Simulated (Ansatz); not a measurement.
## Phonon calculation of GaH$_{5}$O$_{3}$

The run: phonon calculation of GaH$_{5}$O$_{3}$. Method and program: RKS B3LYP-D4/def2-SVP (Ansatz 0.2.0).

It belongs to a series of runs on one base structure; here: vibrations at the highest image of the band. Figures and captions count atoms from 1; the log counts them from 0 in places.

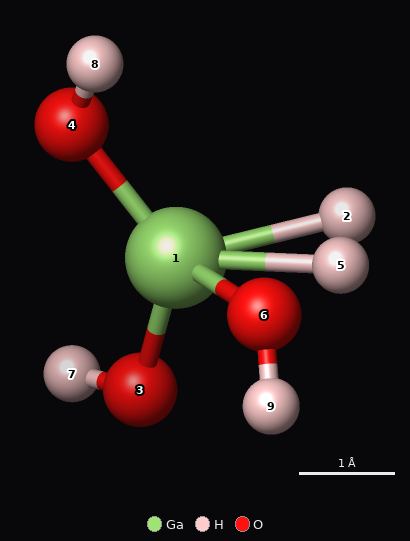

*The structure as given in the input (ball-and-stick view, seen at a tilt; atoms are numbered from 1 in the order of the input). Sticks mark near contacts.*

Bond lengths as drawn: Ga–H 1.86 to 1.88 Å, Ga–O 1.79 to 1.94 Å and H–O 0.97 Å.

### The input
```yaml
crystal:
  periodic: [false, false, false]
  atoms:
    - { symbol: Ga, position_ang: [0.012547, -0.062579, 0.334268] }
    - { symbol: H, position_ang: [-1.132862, 1.227052, -0.358259] }
    - { symbol: O, position_ang: [-0.878039, -1.583429, 0.617815] }
    - { symbol: O, position_ang: [1.199588, 0.557472, 1.514597] }
    - { symbol: H, position_ang: [-0.616332, 0.885348, -1.160416] }
    - { symbol: O, position_ang: [0.381201, 0.158011, -1.559155] }
    - { symbol: H, position_ang: [-0.811458, -1.909162, 1.524492] }
    - { symbol: H, position_ang: [1.702416, 1.323294, 1.209454] }
    - { symbol: H, position_ang: [0.142936, -0.595906, -2.122796] }
basis:
  gaussian: { orbitals: def2-SVP }
hamiltonian:
  xc: b3lyp
  dispersion: d4
phonons: {}
```

Launched with:
```bash
ansatz run input.yaml --threads 2 --pin off --max-ram 3072MiB --backend cpu --events-out ev --progress --plain --runs-dir out
```

### Output
```
Engine: ansatz 0.2.0, x86_64-unknown-linux-gnu
Functional definition: B3LYP
  parameter a0 = 0.2
  parameter ax = 0.72
  parameter ac = 0.81
  exchange = (1 - a0 - ax)*slater_x + ax*b88_x + a0*exact_x
  correlation = (1 - ac)*vwn_rpa_c + ac*lyp_c
1029 factors; integrals over basis functions are off by at most 3.5e-4 eV
mean field evaluation 1: about -58577.3522 eV, gradient 9.0e1 eV
mean field evaluation 2: about -58538.8652 eV, gradient 1.7e2 eV
mean field evaluation 4: about -58590.9218 eV, gradient 5.0e0 eV
mean field evaluation 8: about -58590.9710 eV, gradient 2.7e-1 eV
mean field evaluation 16: about -58590.9711 eV, gradient 6.2e-5 eV
mean field -58590.97108842 eV, -2153.1784731130 hartree, gradient 6.2e-5 eV, S^2 0.000000; 0 other end points of the search recorded, 0 dependent functions left out
the calculation of the forces begins
reference -58590.97132675 eV, -2153.1784818712 hartree; 30, 30 occupied and 69, 69 virtual orbitals, 1029 factors
these checks for a lower state are left out or cut short: stability, starts, cluster_reference, orbital_swaps, neighbouring_geometries, increment
1029 factors; integrals over basis functions are off by at most 3.5e-4 eV
mean field -58590.97093079 eV, -2153.1784673199 hartree, gradient 9.6e-7 eV, S^2 0.000000; 0 other end points of the search recorded, 0 dependent functions left out
[... from here on the field's lines of each further geometry are left out, up to the last ...]
the calculation of the forces begins
reference -58590.97125538 eV, -2153.1784792485 hartree; 30, 30 occupied and 69, 69 virtual orbitals, 1029 factors
these checks for a lower state are left out or cut short: stability, starts, cluster_reference, orbital_swaps, neighbouring_geometries, increment
1029 factors; integrals over basis functions are off by at most 3.5e-4 eV
mean field -58590.97104381 eV, -2153.1784714734 hartree, gradient 1.6e-6 eV, S^2 0.000000; 0 other end points of the search recorded, 0 dependent functions left out
the calculation of the forces begins
reference -58590.97128218 eV, -2153.1784802335 hartree; 30, 30 occupied and 69, 69 virtual orbitals, 1029 factors
WARN: phonons: modes at or below zero, which the zero-point energy, F, S and C_V leave out: 1, the lowest at -1273.77 cm⁻¹. A minimum has none, and a first-order saddle one
Total energy: -58591.20886220 eV, -2153.1872111381 hartree
Atom 0 at     0.012547    -0.062579     0.334268 Å, force     0.004105     0.002452    -0.003577 eV/Å
Atom 1 at    -1.132862     1.227052    -0.358259 Å, force     0.000112     0.002240    -0.001577 eV/Å
Atom 2 at    -0.878039    -1.583429     0.617815 Å, force    -0.002862     0.000832    -0.000961 eV/Å
Atom 3 at     1.199588     0.557472     1.514597 Å, force     0.003009    -0.001676    -0.002295 eV/Å
Atom 4 at    -0.616332     0.885348    -1.160416 Å, force    -0.006583     0.009220     0.010798 eV/Å
Atom 5 at     0.381201     0.158011    -1.559155 Å, force    -0.003228    -0.014721    -0.005228 eV/Å
Atom 6 at    -0.811458    -1.909162     1.524492 Å, force     0.001402    -0.000287     0.000729 eV/Å
Atom 7 at     1.702416     1.323294     1.209454 Å, force    -0.004223     0.001662     0.003446 eV/Å
Atom 8 at     0.142936    -0.595906    -2.122796 Å, force     0.008268     0.000277    -0.001334 eV/Å
Dipole moment:     0.025892     0.037509    -0.181614 e Å
Vibrations: -1273.77 139.67 176.63 211.31 225.99 258.97 337.38 522.30 573.71 680.00 732.14 753.26 813.29 826.24 873.99 1365.73 1737.85 1822.23 3782.96 3853.12 3854.30 cm⁻¹, zero-point energy 1.459359 eV
```

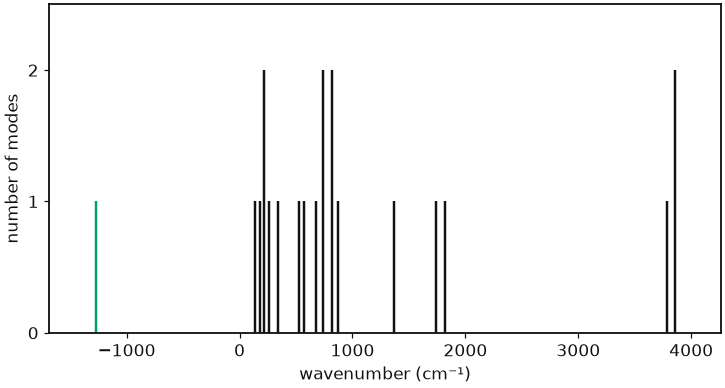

*Harmonic vibrational wavenumbers from the force constants; neighbouring modes closer than 23 cm⁻¹ are counted in one stick, and imaginary ones are drawn at negative wavenumbers.*

21 modes from 1274i to 3854 cm⁻¹, 1 imaginary beyond 8i (1274i cm⁻¹): a first-order saddle point, if the geometry is stationary.

### Summary

```csv
quantity,value
outcome,converged
total energy,−58591.2089 eV
mean-field energy,−58590.9713 eV
largest force (length of the vector),0.016 eV/Å
hardware,"2 threads of Intel Xeon (Sapphire Rapids), 16 GiB of memory available, shared host"
wall time,65 s (CPU time 2 min)
peak memory,0.24 GiB
```
